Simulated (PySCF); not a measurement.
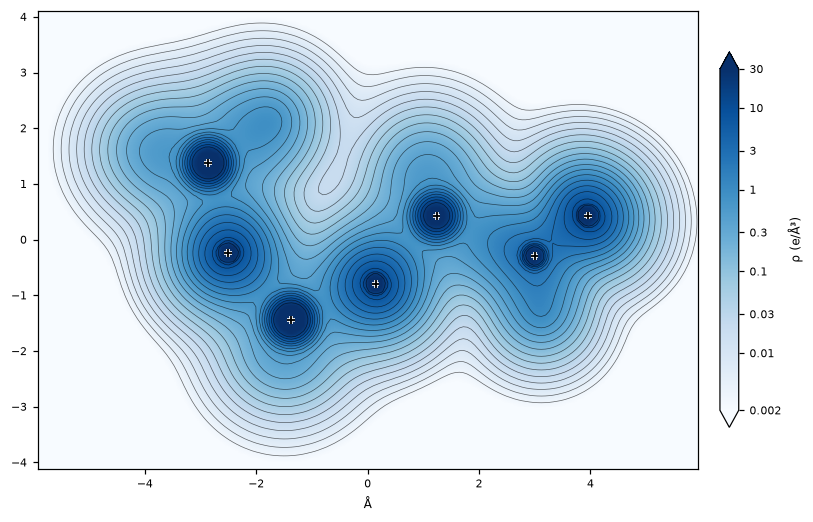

The electron density on a plane through atoms (crosses mark nuclei in the plane).

All numbers below come from CAM-B3LYP/def2-SVPD, SCF density, gas phase (PySCF).

Candidates:
A. CH8O3Si3 (SMILES O=C[SiH2]O[SiH2]O[SiH3])
B. C6H13BO2 (SMILES CCCC1COBOC1)

> Which system is this?

Candidate A: CH8O3Si3 on the plane of atoms O4, Si5 and O6, which holds O, C and Si. C–O (1.21 Å): the density is about 3.4 e/Å³ at the midpoint. Si–O (1.65 Å): ρ at the midpoint is about 1.1 e/Å³.
